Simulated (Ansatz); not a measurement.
# RuBr2: one candidate of a structure search

Where does this trial cell of RuBr2 go when cell and atoms are let free?

Method: DFT PBE, scalar-relativistic, plane waves, PAW, in Ansatz 0.2.0.

## (1) The starting structure

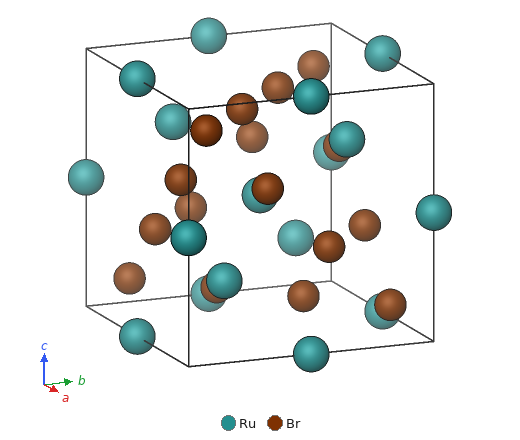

The starting structure, seen slightly off an axis (ruthenium teal, bromine brown). The cell drawn here is the conventional one.

As a file:

```
CELL_PARAMETERS angstrom
0.00000 4.35433 4.35433
4.35433 0.00000 4.35433
4.35433 4.35433 0.00000
ATOMIC_POSITIONS crystal
Ru 0.50000 0.50000 0.50000
Ru 0.75000 0.75000 0.75000
Br 0.12500 0.12500 0.12500
Br 0.62500 0.12500 0.12500
Br 0.12500 0.12500 0.62500
Br 0.12500 0.62500 0.12500
```

The cell is invented: species swapped into a database cell of HfW2 (Fd-3m, No. 227), with Ru on the Hf sites and Br on the W sites. Its size is a rough estimate.

## (2) Probe: one point on a coarse mesh

File input.yaml:

```yaml
crystal:
  lattice:
    - [0.0, 4.35433292, 4.35433292]
    - [4.35433292, 0.0, 4.35433292]
    - [4.35433292, 4.35433292, 0.0]
  atoms:
    - { symbol: Ru, position: [0.5, 0.5, 0.5], spin: 1.0 }
    - { symbol: Ru, position: [0.75, 0.75, 0.75], spin: 1.0 }
    - { symbol: Br, position: [0.125, 0.125, 0.125] }
    - { symbol: Br, position: [0.625, 0.125, 0.125] }
    - { symbol: Br, position: [0.125, 0.125, 0.625] }
    - { symbol: Br, position: [0.125, 0.625, 0.125] }
basis:
  ecutwfc: 420
kpoints:
  mp_grid: { grid: [4, 4, 4] }
hamiltonian:
  xc: pbe
scf:
  occupations: { method: gaussian, width: 0.1 }
  lower_state_search: "off"
output:
  forces: true
  stress: true
  eigenvalues: true
  populations: true
magnetization:
  spin_polarized: true
```

Run with:

```sh
$ ansatz run input.yaml --threads 1 --pin off --max-ram 2560MiB --backend cpu --events-out ev --progress --plain --runs-dir out
```

The program printed:

```text
[... 49 lines left out ...]
SCF 1 converged in 19 iterations: F = -22879.576657 eV  dr2 = 3.46e-8
SCF converged after 19 iterations
Magnetization: 5.7587 μB (32.8794 up, 27.1206 down)
Absolute magnetization: 6.2350 μB (∫|ρ↑−ρ↓|, with the PAW one-centre terms)
Spin contamination: 0.3954 ħ² per cell (⟨S²⟩ above its minimum at these occupations)
Per-site moments (μB) at R_I (Å): [(2.8854170883131642, 1.489299127380551), (2.885417088313165, 1.489299127380551), (-0.03392446390849766, 1.2700785633012757), (-0.03392446390849782, 1.2700785633012757), (-0.03392446390849771, 1.2700785633012757), (-0.03392446390849794, 1.2700785633012757)]
Free energy (F): -22879.576657 eV
Harris-Foulkes:  -22879.576657 eV  (|F-HF|=1.92e-8)
Internal energy: -22879.542438 eV  (E = F + TS)
E sigma→0 (E₀):  -22879.559548 eV
Entropy (-TS):   -0.034219 eV (-5.703 meV/atom)
Fermi energy:    6.440753 eV
--- Per-component energies (eV) ---
  E_band       = -610.231296
  E_kinetic    = 1551.852038
  E_local      = -5297.186145  (includes V_loc(G=0)·N_el)
  E_nonlocal   = 986.574497
  E_hartree    = 1760.129559
  E_xc         = -1421.992407
  E_vxc        = -869.801373  (∫ρ·V_xc dr)
  E_paw        = -15917.212846  (= ΣΔE_a)
  E_vpaw       = -501.939532  (= ΣTr[D̂ρ^β])
  E_aug_tail   = -0.000379  (compensation charges beyond the density's cutoff)
  E_ewald      = -4541.706755
  E_smearing   = -0.034219  (= −TS)
  E_closure    = -0.000000  (closes the sum)
  Σ components = -22879.576657   (vs F -22879.576657, Δ=0.00e0)
--- Forces (eV/Å), atoms counted from 1 ---
  atom   1  Ru    -0.00000000    -0.00000000     0.00000000
  atom   2  Ru     0.00000000     0.00000000     0.00000000
  atom   3  Br     0.00000000     0.00000000     0.00000000
  atom   4  Br    -0.00000000    -0.00000000    -0.00000000
  atom   5  Br     0.00000000     0.00000000    -0.00000000
  atom   6  Br    -0.00000000     0.00000000     0.00000000
  max |Σ_I F_I| component: 3.47e-18 eV/Å
--- Stress (GPa, compression-positive) ---
       -1.376419       0.000000       0.000000
       -0.000000      -1.376419       0.000000
       -0.000000       0.000000      -1.376419
  P = ⅓ Tr σ = -1.3764 GPa (-13.764 kbar)
--- Band table (eV; the first three rows and the last of 16) ---
  k-point 0 ↑: bands = ["-66.7938", "-66.7931", "-36.8851", "-36.8851", "-36.8851", "-36.8794", "-36.8794", "-36.8794", "-9.4850", "-7.7115", "-7.7115", "-7.7115", "0.3139", "1.8258", "1.8258", "1.8258", "2.3771", "2.3771", "4.4034", "4.4034", "4.4034", "4.4338", "4.4338", "4.9040", "4.9040", "4.9559", "5.0945", "5.0945", "5.0945", "5.9696", "5.9696", "5.9696", "6.8952", "6.8952", "6.8952", "9.4597", "9.5243", "9.5243"]
  k-point 1 ↑: bands = ["-66.7938", "-66.7932", "-36.8853", "-36.8853", "-36.8848", "-36.8797", "-36.8792", "-36.8792", "-9.3352", "-7.9653", "-7.7202", "-7.7202", "0.7463", "1.8685", "2.0323", "2.0323", "2.6049", "2.6049", "4.2155", "4.2155", "4.4046", "4.4202", "4.4202", "4.7112", "4.7112", "4.8173", "5.0537", "5.0537", "5.2822", "5.5436", "5.5436", "5.9800", "6.2109", "6.8129", "6.8129", "8.1114", "10.2233", "10.2233"]
  k-point 2 ↑: bands = ["-66.7936", "-66.7933", "-36.8855", "-36.8855", "-36.8845", "-36.8801", "-36.8790", "-36.8790", "-9.1115", "-8.2870", "-7.7288", "-7.7288", "1.0235", "2.2069", "2.2069", "2.5782", "3.2314", "3.2314", "3.6659", "3.6659", "3.9027", "4.3241", "4.4301", "4.4301", "4.4722", "4.4722", "4.7736", "4.9482", "4.9482", "5.1825", "5.1825", "5.9904", "6.8185", "6.8185", "7.0714", "7.7053", "10.7325", "11.2167"]
  k-point 7 ↓: bands = ["-64.8644", "-64.8644", "-34.8235", "-34.8235", "-34.8193", "-34.8193", "-34.8152", "-34.8152", "-8.7551", "-8.7551", "-7.7814", "-7.7814", "2.0757", "2.0757", "2.2757", "2.2757", "3.5687", "3.5687", "3.7380", "3.7380", "4.9945", "4.9945", "5.7934", "5.7934", "5.9028", "5.9028", "6.2802", "6.2802", "6.5853", "6.5853", "6.9502", "6.9502", "7.1221", "7.1221", "8.8311", "8.8311", "11.0167", "11.0167"]
--- Löwdin populations: 6 sites ---
  site symbol       q [e]    m [muB]
     0     Ru     15.5216     2.9358
     1     Ru     15.5216     2.9358
     2     Br      7.1772    -0.0288
     3     Br      7.1772    -0.0288
     4     Br      7.1772    -0.0288
     5     Br      7.1772    -0.0288
  spilling = 0.004132 (of n_electrons = 60.000000)
```

It took 19 s on 1 thread of AMD EPYC (Zen 3), shared host; peak memory 0.48 GiB.

Per atom:

| atom | moment in the atom's sphere (μB) | Löwdin electrons |
| --- | --- | --- |
| Ru1 | 2.89 | 15.52 |
| Ru2 | 2.89 | 15.52 |
| Br3 | -0.03 | 7.18 |
| Br4 | -0.03 | 7.18 |
| Br5 | -0.03 | 7.18 |
| Br6 | -0.03 | 7.18 |

The Löwdin counts miss 0.25 of the 60 electrons, which the atomic orbitals do not span, so they are no charges.

Read-out: pressure -1.4 GPa, largest force 0.00 eV/Å, gap on this mesh none (metal). The relaxation goes to the converged mesh at once.

## (3) Full relaxation

File input.yaml:

```yaml
crystal:
  lattice:
    - [0.0, 4.35433292, 4.35433292]
    - [4.35433292, 0.0, 4.35433292]
    - [4.35433292, 4.35433292, 0.0]
  atoms:
    - { symbol: Ru, position: [0.5, 0.5, 0.5], spin: 3.17 }
    - { symbol: Ru, position: [0.75, 0.75, 0.75], spin: 3.17 }
    - { symbol: Br, position: [0.125, 0.125, 0.125] }
    - { symbol: Br, position: [0.625, 0.125, 0.125] }
    - { symbol: Br, position: [0.125, 0.125, 0.625] }
    - { symbol: Br, position: [0.125, 0.625, 0.125] }
basis:
  ecutwfc: 420
kpoints:
  mp_grid: { grid: [8, 8, 8] }
hamiltonian:
  xc: pbe
scf:
  occupations: { method: gaussian, width: 0.1 }
output:
  forces: true
  stress: true
  eigenvalues: true
  populations: true
magnetization:
  spin_polarized: true
relax:
  adjacent_minimum: "off"
  f_tol: 0.01
  max_steps: 80
  cell: { stress_tol: 0.05 }
```

Run with:

```sh
$ ansatz run input.yaml --threads 1 --pin off --max-ram 2560MiB --backend cpu --events-out ev --progress --plain --runs-dir out
```

The program printed:

```text
Warning: RAYON_NUM_THREADS=1 ignored (pool sized by the plan → 1); use --threads N
Engine: ansatz 0.2.0, x86_64-unknown-linux-gnu
Pseudopotentials: kind: paw
Pseudopotential: Ru, paw, valence charge 16, recommended cutoff 420 eV (normal), Ru.paw.azcp
Pseudopotential: Br, paw, valence charge 7, recommended cutoff 420 eV (normal), Br.paw.azcp
Functional definition: PBE
  parameter kappa = 0.804
  parameter beta = 0.06672455060314922
  exchange = pbe_x(kappa = kappa, mu = beta*pi^2/3)
  correlation = pbe_c(beta = beta)
Crystal: 6 atoms, lattice volume = 165.118 Å³
Basis set: ecut = 420 eV, 3215 PW (Γ), exchange–correlation on 90×90×90 points (8 copies of the dense FFT grid, shifted against one another)
Bands: 40, of which v1, the nominal top of the filled ones, is band 30 counted from 1 (29 counted from 0)
Symmetry: 48 space group operations
Space group: Fd-3m (ITA 227), of the structure as read, at distance tolerance 5.5e-5 Å
Magnetic group: BNS 227.128 (UNI 1630), of the structure as read, at distance tolerance 5.5e-5 Å
k-points: 29 of 512
Non-local potential: Ru, projectors of the file, l = 0: 3, l = 1: 2, l = 2: 2, l = 3: 1
Non-local potential: Br, projectors of the file, l = 0: 2, l = 1: 2, l = 2: 2
PAW form: soft (Blöchl's): semilocal exchange-correlation on the pseudo side does not see the compensation charge
PAW one-centre angular grid: Ru, 590 points (default); XC on 64 Gauss nodes
PAW one-centre angular grid: Br, 110 points (default); XC on 64 Gauss nodes
Initial density: superposition of atomic densities (chi_scale 0.1, normalization cell, long waves kept (reshape's long-wave potential 0.01 eV rms))
Starting moments: Σ|m| = 6.34 μB on 2 of 6 sites
Initial wavefunctions: pseudopotential atomic-orbital guess
Functional: x = pbe(κ = 0.804, μ = 0.2195149727645171), c = pbe(β = 0.06672455060314922)
iter 1 solved again at ethr=1.17e-3 eV; its pass at ethr=3.10e-3 eV (dr2=7.04e-1 eV) is discarded
SCF iter   1: F=—  HF=-22879.315737 eV  |F-HF|=—  |Δ(HF+E_count)|=         —  Δρ=1.23e-2 (↑1.03e-2 ↓1.23e-2)  dr2=7.03e-1  dr2_m=6.46e-2  M=5.603 μB ∫|m|=5.935 μB  β_m=0.30  ethr=1.17e-3  ⟨swp⟩=1.0  Hψ=12747  notcnv=0
Mixer restart at iter 1: flushing history
preconditioner: auto → Kerker (q_TF=auto, 2.305 Å⁻¹)  [metal: Δε(μ)=0.004 eV  Ē_g=7.048 eV  σ=0.100 eV  W_gap=0.02  n_scr=26 (ndim 8)  ℏωp=19.2 eV  f_vac=0.000  D(μ)=15.95/eV (n_scr^D=180)]
spin=Collinear: Kerker preconditioning applied to the charge; magnetization (m = ρ↑ − ρ↓) channel mixes plain (no charge-response kernel on spin).
SCF iter   2: F=—  HF=-22879.308955 eV  |F-HF|=—  |Δ(HF+E_count)|=   6.78e-3  Δρ=1.12e-2 (↑6.99e-3 ↓1.12e-2)  dr2=2.11e-1  dr2_m=6.23e-2  M=5.624 μB ∫|m|=6.058 μB  β_m=0.56  ethr=1.17e-3  ⟨swp⟩=1.5  Hψ=2560  notcnv=0
SCF iter   3: F=—  HF=-22879.498480 eV  |F-HF|=—  |Δ(HF+E_count)|=         —  Δρ=1.28e-2 (↑2.86e-3 ↓1.28e-2)  dr2=7.16e-2  dr2_m=7.06e-2  M=5.520 μB ∫|m|=6.300 μB  β_m=1.00  ethr=3.51e-4  ⟨swp⟩=2.9  Hψ=4440  notcnv=0  defer=49
Mixer restart at iter 3: flushing history
SCF iter   4: F=—  HF=-22879.489868 eV  |F-HF|=—  |Δ(HF+E_count)|=   8.61e-3  Δρ=3.28e-3 (↑1.31e-3 ↓3.28e-3)  dr2=3.22e-2  dr2_m=6.28e-3  M=5.402 μB ∫|m|=6.517 μB  β_m=0.56  ethr=8.33e-5  ⟨swp⟩=2.0  Hψ=4525  notcnv=0  defer=77
SCF iter   5: F=—  HF=-22879.503150 eV  |F-HF|=—  |Δ(HF+E_count)|=         —  Δρ=2.70e-3 (↑2.40e-3 ↓2.70e-3)  dr2=5.50e-3  dr2_m=8.72e-3  M=5.142 μB ∫|m|=6.677 μB  β_m=0.56  ethr=5.37e-5  ⟨swp⟩=1.5  Hψ=2615  notcnv=0  defer=104
Mixer restart at iter 5: flushing history
SCF iter   6: F=—  HF=-22879.503326 eV  |F-HF|=—  |Δ(HF+E_count)|=   1.75e-4  Δρ=1.66e-3 (↑1.55e-3 ↓1.66e-3)  dr2=1.92e-3  dr2_m=3.40e-3  M=5.083 μB ∫|m|=6.718 μB  β_m=0.78  ethr=9.16e-6  ⟨swp⟩=2.5  Hψ=3622  notcnv=0  defer=104
SCF iter   7: F=—  HF=-22879.504982 eV  |F-HF|=—  |Δ(HF+E_count)|=   1.66e-3  Δρ=3.88e-4 (↑1.29e-4 ↓3.88e-4)  dr2=7.53e-4  dr2_m=6.61e-5  M=4.998 μB ∫|m|=6.759 μB  β_m=0.89  ethr=3.20e-6  ⟨swp⟩=2.0  Hψ=3965  notcnv=0  defer=105
SCF iter   8: F=—  HF=-22879.504984 eV  |F-HF|=—  |Δ(HF+E_count)|=   2.28e-6  Δρ=3.67e-4 (↑1.87e-4 ↓3.67e-4)  dr2=3.47e-4  dr2_m=6.23e-5  M=5.010 μB ∫|m|=6.759 μB  β_m=0.76  ethr=1.25e-6  ⟨swp⟩=2.7  Hψ=4027  notcnv=0  defer=105
SCF iter   9: F=—  HF=-22879.505011 eV  |F-HF|=—  |Δ(HF+E_count)|=   2.70e-5  Δρ=1.81e-4 (↑6.72e-5 ↓1.81e-4)  dr2=5.69e-5  dr2_m=1.95e-5  M=5.005 μB ∫|m|=6.762 μB  β_m=0.88  ethr=5.78e-7  ⟨swp⟩=2.1  Hψ=3014  notcnv=0  defer=105
SCF iter  10: F=—  HF=-22879.505047 eV  |F-HF|=—  |Δ(HF+E_count)|=   3.54e-5  Δρ=3.47e-5 (↑9.98e-6 ↓3.47e-5)  dr2=4.37e-6  dr2_m=4.37e-7  M=5.001 μB ∫|m|=6.767 μB  β_m=0.94  ethr=9.49e-8  ⟨swp⟩=2.6  Hψ=3788  notcnv=0  defer=105
SCF iter  11: F=—  HF=-22879.505049 eV  |F-HF|=—  |Δ(HF+E_count)|=   2.31e-6  Δρ=4.97e-6 (↑3.67e-6 ↓4.97e-6)  dr2=1.53e-7  dr2_m=3.82e-9  M=5.001 μB ∫|m|=6.768 μB  β_m=0.97  ethr=7.28e-9  ⟨swp⟩=2.4  Hψ=3589  notcnv=0  defer=105
SCF iter  12: F=—  HF=-22879.505049 eV  |F-HF|=—  |Δ(HF+E_count)|=   3.46e-8  Δρ=2.42e-6 (↑7.00e-7 ↓2.42e-6)  dr2=2.93e-8  dr2_m=2.03e-9  M=5.001 μB ∫|m|=6.768 μB  β_m=0.98  ethr=2.55e-10  ⟨swp⟩=2.1  Hψ=3860  notcnv=0  defer=105
SCF iter  13: F=-22879.505049 eV  HF=-22879.505049 eV  |F-HF|=6.84e-9  |Δ(HF+E_count)|=   2.26e-9  Δρ=1.15e-6 (↑2.11e-7 ↓1.15e-6)  dr2=7.65e-9  dr2_m=4.14e-10  M=5.001 μB ∫|m|=6.768 μB  ethr=4.88e-11  ⟨swp⟩=7.9  Hψ=8578  notcnv=0
SCF 1 converged in 13 iterations: F = -22879.505049 eV  dr2 = 7.65e-9
relax step   1: F+E_penalty+E_count = -22879.50504887 eV  Δ(F+E_penalty+E_count) = +0.000e0 eV  max|allowed force component| = 2.795e-18 eV/Å  Δτ_max = 0.0000 Å  P = -1.038 GPa  Ω = 165.118 Å³  (13 SCF iters, dr2 threshold 1.00e-7 eV, accepted)
[... 17 lines left out ...]
relax step   2: F+E_penalty+E_count = -22879.52539062 eV  Δ(F+E_penalty+E_count) = -2.034e-2 eV  max|allowed force component| = 1.812e-17 eV/Å  Δτ_max = 0.0000 Å  P = -0.435 GPa  Ω = 160.873 Å³  energy of the carried Pulay correction = +6.245e-4 eV  (8 SCF iters, dr2 threshold 6.00e-7 eV, accepted)
[... 15 lines left out ...]
relax step   3: F+E_penalty+E_count = -22879.52953600 eV  Δ(F+E_penalty+E_count) = -4.145e-3 eV  max|allowed force component| = 5.782e-18 eV/Å  Δτ_max = 0.0000 Å  P = +0.038 GPa  Ω = 157.942 Å³  energy of the carried Pulay correction = +1.065e-3 eV  (9 SCF iters, dr2 threshold 4.74e-7 eV, accepted)
[... 13 lines left out ...]
relax step   4: F+E_penalty+E_count = -22879.52834931 eV  Δ(F+E_penalty+E_count) = +1.187e-3 eV  max|allowed force component| = 5.590e-18 eV/Å  Δτ_max = 0.0000 Å  P = +0.043 GPa  Ω = 157.942 Å³  stress off target by 4.34e-2 GPa  SCF on the basis re-selected at this cell (its energy is not comparable with the rows above)  (8 SCF iters)
basis re-selected at this cell: Δ(F+E_penalty+E_count) = +1.187e-3 eV, ΔP = +0.005 GPa vs the last step (what re-selecting the basis moved, of the pressure what is left beyond the Pulay correction that the steps carried, after the strain that the cell walked since its last selection, with what the two solves' SCF thresholds leave and, on support functions, any second-order correction that the steps lacked; it is no measure of the basis error at this ecutwfc). This SCF's stress stands 4.34e-2 GPa from its target on what of the cell is left free (relax.cell.stress_tol is 5.00e-2 GPa) and its largest allowed force component is 5.59e-18 eV/Å (relax.f_tol is 1.00e-2 eV/Å): within both
SCF converged after 8 iterations
Magnetization: 5.0750 μB (32.5375 up, 27.4625 down)
Absolute magnetization: 6.5664 μB (∫|ρ↑−ρ↓|, with the PAW one-centre terms)
Spin contamination: 0.8761 ħ² per cell (⟨S²⟩ above its minimum at these occupations)
Per-site moments (μB) at R_I (Å): [(2.8368783166866063, 1.467403377756987), (2.836878316686606, 1.4674033777569868), (-0.16256221883900288, 1.2514058052817283), (-0.1625622188390031, 1.2514058052817283), (-0.1625622188390034, 1.2514058052817283), (-0.16256221883900301, 1.2514058052817283)]
Free energy (F): -22879.528349 eV
Harris-Foulkes:  -22879.528349 eV  (|F-HF|=1.82e-11)
Internal energy: -22879.486264 eV  (E = F + TS)
E sigma→0 (E₀):  -22879.507307 eV
Entropy (-TS):   -0.042085 eV (-7.014 meV/atom)
Fermi energy:    7.022981 eV
--- Per-component energies (eV) ---
  E_band       = -580.028079
  E_kinetic    = 1554.028526
  E_local      = -5193.277198  (includes V_loc(G=0)·N_el)
  E_nonlocal   = 986.676326
  E_hartree    = 1722.896522
  E_xc         = -1423.225810
  E_vxc        = -871.500367  (∫ρ·V_xc dr)
  E_paw        = -15917.108757  (= ΣΔE_a)
  E_vpaw       = -501.747767  (= ΣTr[D̂ρ^β])
  E_aug_tail   = -0.000381  (compensation charges beyond the density's cutoff)
  E_ewald      = -4609.475492
  E_smearing   = -0.042085  (= −TS)
  E_closure    = -0.000000  (closes the sum)
  Σ components = -22879.528349   (vs F -22879.528349, Δ=0.00e0)
--- Forces (eV/Å), atoms counted from 1 ---
  atom   1  Ru    -0.00000000    -0.00000000     0.00000000
  atom   2  Ru     0.00000000     0.00000000    -0.00000000
  atom   3  Br    -0.00000000    -0.00000000    -0.00000000
  atom   4  Br     0.00000000     0.00000000    -0.00000000
  atom   5  Br    -0.00000000    -0.00000000     0.00000000
  atom   6  Br     0.00000000     0.00000000     0.00000000
  max |Σ_I F_I| component: 4.63e-18 eV/Å
--- Stress (GPa, compression-positive) ---
        0.043405       0.000000       0.000000
        0.000000       0.043405       0.000000
        0.000000       0.000000       0.043405
  P = ⅓ Tr σ = 0.0434 GPa (0.434 kbar)
--- Band table (eV; the first three rows and the last of 58) ---
  k-point 0 ↑: bands = ["-66.2074", "-66.2064", "-36.2962", "-36.2962", "-36.2962", "-36.2892", "-36.2892", "-36.2892", "-9.1261", "-7.1673", "-7.1673", "-7.1673", "0.6083", "2.1784", "2.1784", "2.1784", "2.7740", "2.7740", "4.9652", "4.9652", "4.9652", "5.0490", "5.0490", "5.4874", "5.5397", "5.5397", "5.7185", "5.7185", "5.7185", "6.6080", "6.6080", "6.6080", "7.6366", "7.6366", "7.6366", "10.0549", "10.0549", "10.0549", "10.2254", "15.0005"]
[... 3 lines left out ...]
--- Relaxed structure (3 steps of the walk, 3 accepted, 1 SCFs on fresh bases) ---
  F+E_penalty+E_count = -22879.52834931 eV   max|allowed force component| = 5.590e-18 eV/Å   (the final SCF, on the basis selected at the relaxed cell)
  cell:  # Å, volume = 157.9420 Å³
    - [-5.159064183306784e-34, 4.29031530148326, 4.29031530148326]
    - [4.29031530148326, -4.331066227961252e-34, 4.29031530148326]
    - [4.29031530148326, 4.29031530148326, 1.9744566627470413e-34]
  atoms:
    - { symbol: Ru, position: [0.5, 0.5, 0.5] }
    - { symbol: Ru, position: [0.7499999999999999, 0.7499999999999999, 0.7499999999999999] }
    - { symbol: Br, position: [0.125, 0.125, 0.125] }
    - { symbol: Br, position: [0.625, 0.125, 0.125] }
    - { symbol: Br, position: [0.125, 0.125, 0.625] }
    - { symbol: Br, position: [0.125, 0.625, 0.125] }
--- Löwdin populations: 6 sites ---
  site symbol       q [e]    m [muB]
     0     Ru     15.5464     2.8811
     1     Ru     15.5464     2.8811
     2     Br      7.1610    -0.1692
     3     Br      7.1610    -0.1692
     4     Br      7.1610    -0.1692
     5     Br      7.1610    -0.1692
  spilling = 0.004385 (of n_electrons = 60.000000)
```

It took 3 min on 1 thread of AMD EPYC (Zen 3), shared host; peak memory 0.66 GiB.

Step by step:

```
step  E - E(step 1) (eV/cell)  largest force component (eV/Å)  pressure (GPa)  volume (Å³)
   1                   0.0000                          0.0000           -1.04       165.12
   2                  -0.0203                          0.0000           -0.44       160.87
   3                  -0.0245                          0.0000            0.04       157.94
   4                  -0.0233                          0.0000            0.04       157.94
```

Step 1 is the start. Step 4 repeats the geometry before it on a plane-wave basis chosen anew for that cell, so its energy need not be comparable with the rows above.

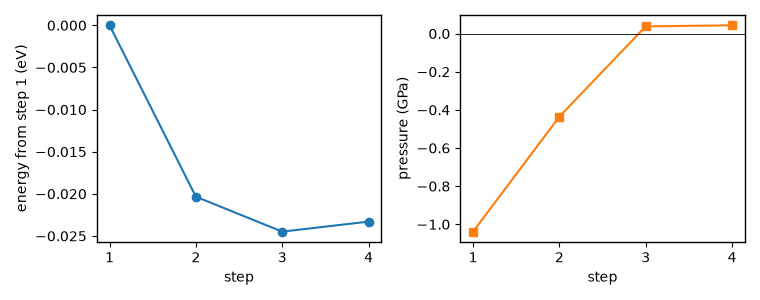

Energy and pressure along the relaxation.

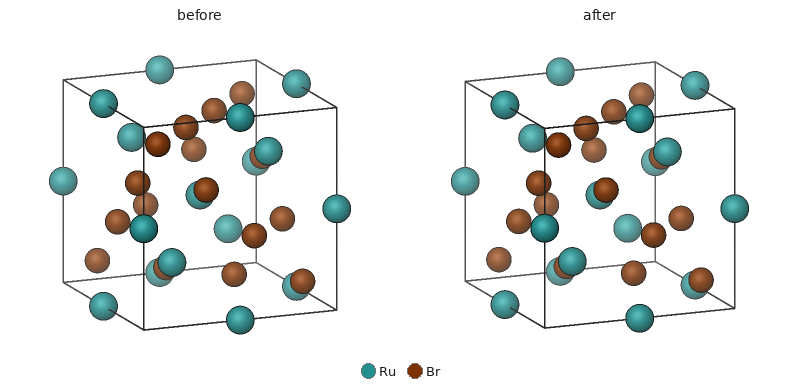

The structure before (left) and after (right) the relaxation, drawn at the same scale.

Lengths and angles in the start's conventional setting:

|  | before | after | change |
| --- | --- | --- | --- |
| a (Å) | 8.709 | 8.581 | -1.5 % |
| b (Å) | 8.709 | 8.581 | -1.5 % |
| c (Å) | 8.709 | 8.581 | -1.5 % |
| volume (Å³/atom) | 27.52 | 26.32 | -4.3 % |
| shortest distance (Å) | 3.079 | 3.034 | -1.5 % |
| space group (0.01 Å) | Fd-3m | Fd-3m | same |

Forces and stress were held to the start's 48 operations: a distortion of lower symmetry was not tested.

Site by site:

| atom | moment in the atom's sphere (μB) | Löwdin electrons |
| --- | --- | --- |
| Ru1 | 2.84 | 15.55 |
| Ru2 | 2.84 | 15.55 |
| Br3 | -0.16 | 7.16 |
| Br4 | -0.16 | 7.16 |
| Br5 | -0.16 | 7.16 |
| Br6 | -0.16 | 7.16 |

The Löwdin counts miss 0.26 of the 60 electrons, which the atomic orbitals do not span, so they are no charges.

## (4) Outcome

| quantity | value |
| --- | --- |
| symmetry at the end (tolerance 0.05 Å) | space group Fd-3m (No. 227) |
| conventional cell | a = 8.581 Å, b = 8.581 Å, c = 8.581 Å, α = 90.00°, β = 90.00°, γ = 90.00° |
| volume | 26.32 Å³/atom |
| energy over the elements | +1.77 eV/atom |
| gap on the mesh | none (metal) |
| total moment | 5.08 μB/cell |

In words: The space group Fd-3m (No. 227) is kept, and the volume per atom shrinks by 4.3 % from the first guess. The formation energy is positive, so the separate elements lie lower. No finished test with a distortion of lower symmetry is shown, so the end may be a saddle point. Other magnetic orders were not searched.
